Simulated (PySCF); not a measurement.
# Two runs on BSiN2H7

System: BSiN2H7, SMILES BN[SiH2]N.
Method of the first run: TDDFT LDA/def2-SVPD, vertical, gas phase, core orbitals frozen in the response (PySCF 2.14.0).

The geometry comes from this level: PBE0-D3(BJ)/def2-SVP. Text and figures count atoms from 1; the logs count them from 0 in places.

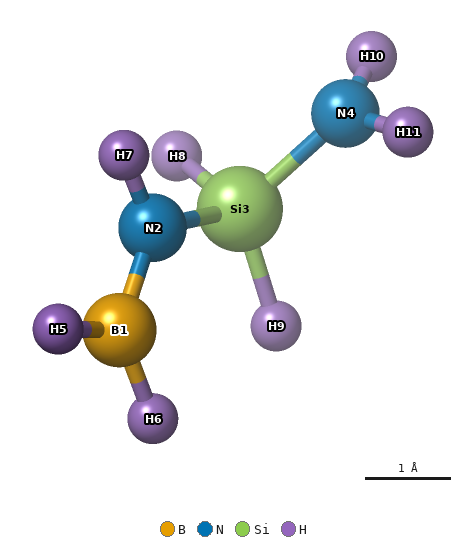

The structure as given in the input (ball-and-stick view, seen at a tilt; atoms are numbered from 1 in the order of the input). Bond lengths as drawn: B–H 1.21 Å, B–N 1.40 Å, H–N 1.01 to 1.02 Å, H–Si 1.49 Å and N–Si 1.72 to 1.76 Å.

## Input file, the first run
```
{"job": {"kind": "uv", "xc": "LDA", "basis": "def2-SVPD", "ip": true}, "charge": 0, "multiplicity": 1}
B      2.043274     0.141229    -0.485978
N      0.876316     0.234783     0.283384
Si    -0.647944    -0.607242     0.028421
N     -1.938371     0.533155     0.047023
H      3.020739     0.785849    -0.175205
H      2.057001    -0.582839    -1.456557
H      0.899088     0.866168     1.080684
H     -0.954927    -1.544618     1.150404
H     -0.442256    -1.371567    -1.236211
H     -2.824057     0.295326     0.476068
H     -2.052254     1.222810    -0.686576
```

The first line tells a small driver script what to run in PySCF; the rest is the geometry in Å.

Launched with:
```bash
OMP_NUM_THREADS=1 python <driver script> task.json out
```

Hardware: 1 CPU thread, shared host.

## Output (the first run)
```
coarse grid: 9176 points
cycle   1  E = -425.4147405212  dE =  8.663e-02  |g| = 6.221e-01  |ddm| = 4.730e+00
cycle   2  E = -425.1649937558  dE =  2.497e-01  |g| = 1.204e+00  |ddm| = 2.752e+00
cycle   3  E = -425.5013958716  dE = -3.364e-01  |g| = 1.352e-01  |ddm| = 2.070e+00
cycle   4  E = -425.5066410578  dE = -5.245e-03  |g| = 4.712e-02  |ddm| = 2.372e-01
cycle   5  E = -425.5071679275  dE = -5.269e-04  |g| = 2.147e-02  |ddm| = 6.692e-02
cycle   6  E = -425.5072688234  dE = -1.009e-04  |g| = 5.706e-03  |ddm| = 3.183e-02
cycle   7  E = -425.5072774361  dE = -8.613e-06  |g| = 8.468e-04  |ddm| = 1.070e-02
final grid: 82728 points
cycle   8  E = -425.5704622626  dE = -2.521e-05  |g| = 4.115e-03  |ddm| = 8.227e-02
cycle   9  E = -425.5704493506  dE =  1.291e-05  |g| = 8.634e-03  |ddm| = 1.167e-02
cycle  10  E = -425.5704657935  dE = -1.644e-05  |g| = 7.860e-04  |ddm| = 8.123e-03
cycle  11  E = -425.5704659413  dE = -1.478e-07  |g| = 2.761e-04  |ddm| = 1.242e-03
cycle  12  E = -425.5704659594  dE = -1.814e-08  |g| = 8.964e-05  |ddm| = 4.684e-04
cycle  13  E = -425.5704659613  dE = -1.849e-09  |g| = 1.578e-05  |ddm| = 1.592e-04
cycle  14  E = -425.5704659614  dE = -7.412e-11  |g| = 2.921e-06  |ddm| = 3.098e-05
converged SCF energy = -425.5704659614

Static polarisability (au): isotropic 63.125, principal 53.561 58.953 76.861

Singlet excitations
state   eV       nm        f      main configurations
  1   5.2079    238.1   0.00838   H->L 0.99
  2   6.0489    205.0   0.02881   H->L+1 0.98
  3   6.2042    199.8   0.00692   H-1->L 0.96
  4   6.4853    191.2   0.00962   H->L+2 0.94
  5   6.7635    183.3   0.05793   H-1->L+1 0.75, H-2->L 0.19
  6   6.7767    183.0   0.08810   H-2->L 0.51, H-1->L+1 0.23, H-3->L 0.15
  7   7.0836    175.0   0.02097   H-2->L+1 0.86
  8   7.1654    173.0   0.00169   H-1->L+2 0.95
  9   7.2096    172.0   0.00011   H->L+3 0.98
 10   7.3890    167.8   0.03112   H->L+4 0.84, H-2->L+2 0.09

Triplet excitations (Tamm-Dancoff, eV): 5.1082 5.6778 5.7858 5.8403
Vertical ionisation energy (delta-SCF) = 9.6822 eV
Vertical electron affinity (delta-SCF) = -1.3223 eV
```

The input of the second run differs as follows (lines with − go, lines with + come):
```diff
-"xc": "LDA"
+"xc": "B3LYP"
```

What does this change do to the results?

The total energies belong to different methods, so their difference says nothing on which is more stable or more accurate. The HOMO goes from −6.44 to −7.46 eV. The LUMO goes from −1.28 to −0.28 eV. The dipole moment goes from 2.55 to 2.37 D. The lowest excitation goes from 5.21 to 6.32 eV. The strongest computed line goes from 6.78 to 7.42 eV. The functional changes from LDA to B3LYP. Exact exchange removes part of the self-interaction error of semilocal functionals, which pushes filled and empty levels apart. The SCF takes 13 iterations against 14.

## Output (the second run)
```
coarse grid: 9176 points
cycle   1  E = -427.8663422103  dE =  9.021e-02  |g| = 5.495e-01  |ddm| = 4.589e+00
cycle   2  E = -427.7840655290  dE =  8.228e-02  |g| = 8.150e-01  |ddm| = 1.850e+00
cycle   3  E = -427.9330643857  dE = -1.490e-01  |g| = 7.275e-02  |ddm| = 1.151e+00
cycle   4  E = -427.9344779966  dE = -1.414e-03  |g| = 2.506e-02  |ddm| = 1.270e-01
cycle   5  E = -427.9346308714  dE = -1.529e-04  |g| = 9.096e-03  |ddm| = 3.673e-02
cycle   6  E = -427.9346480597  dE = -1.719e-05  |g| = 2.565e-03  |ddm| = 1.340e-02
cycle   7  E = -427.9346497093  dE = -1.650e-06  |g| = 2.336e-04  |ddm| = 4.059e-03
final grid: 82728 points
cycle   8  E = -427.9861522363  dE = -1.754e-05  |g| = 4.912e-03  |ddm| = 5.888e-02
cycle   9  E = -427.9861429049  dE =  9.331e-06  |g| = 8.164e-03  |ddm| = 1.491e-02
cycle  10  E = -427.9861576363  dE = -1.473e-05  |g| = 3.030e-04  |ddm| = 8.203e-03
cycle  11  E = -427.9861576519  dE = -1.553e-08  |g| = 1.824e-04  |ddm| = 5.249e-04
cycle  12  E = -427.9861576589  dE = -7.076e-09  |g| = 3.990e-05  |ddm| = 3.444e-04
cycle  13  E = -427.9861576594  dE = -4.088e-10  |g| = 7.338e-06  |ddm| = 7.062e-05
converged SCF energy = -427.9861576594

Static polarisability (au): isotropic 59.509, principal 50.942 55.877 71.707

Singlet excitations
state   eV       nm        f      main configurations
  1   6.3166    196.3   0.03233   H->L 0.74, H->L+1 0.24
  2   6.5138    190.3   0.01212   H->L+1 0.74, H->L 0.24
  3   6.7647    183.3   0.00370   H-2->L 0.76, H-1->L 0.19
  4   7.1415    173.6   0.01350   H->L+2 0.93
  5   7.4213    167.1   0.24690   H-1->L 0.63, H-1->L+1 0.18, H-2->L 0.14
  6   7.5576    164.1   0.02800   H-1->L+1 0.65, H-1->L+2 0.15, H-1->L 0.09
  7   7.7843    159.3   0.00548   H->L+3 0.87
  8   7.8411    158.1   0.00330   H-2->L+1 0.81
  9   7.8899    157.1   0.01182   H->L+4 0.41, H-1->L+2 0.28
 10   7.9477    156.0   0.00511   H-1->L+2 0.49, H->L+4 0.28

Triplet excitations (Tamm-Dancoff, eV): 5.8743 6.0538 6.1517 6.5148
Vertical ionisation energy (delta-SCF) = 9.8236 eV
```

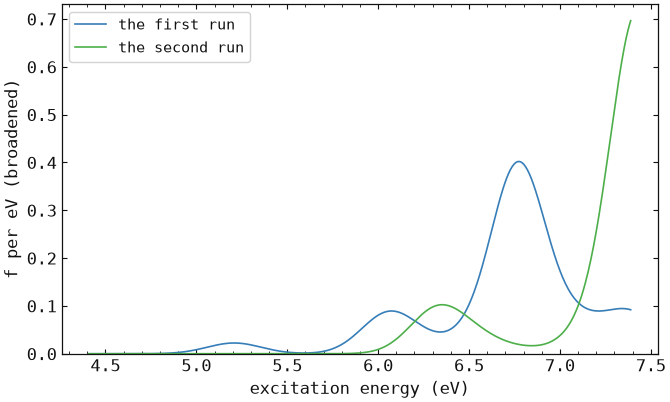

Absorption of the two runs from their computed states, each broadened by a Gaussian of 0.35 eV full width; the range ends where the shorter list of states ends.

## The two runs side by side

| quantity | the first run | the second run |
| --- | --- | --- |
| outcome | converged | converged |
| total energy (hartree) | −425.570466 | −427.986158 |
| HOMO (eV) | −6.44 | −7.46 |
| LUMO (eV) | −1.28 | −0.28 |
| dipole moment (D) | 2.55 | 2.37 |
| lowest excitation (eV) | 5.21 | 6.32 |
| SCF iterations | 14 | 13 |
| strongest computed line (eV) | 6.78 | 7.42 |
| basis functions | 140 | 140 |
| wall time (shared host) | 67 s | 72 s |
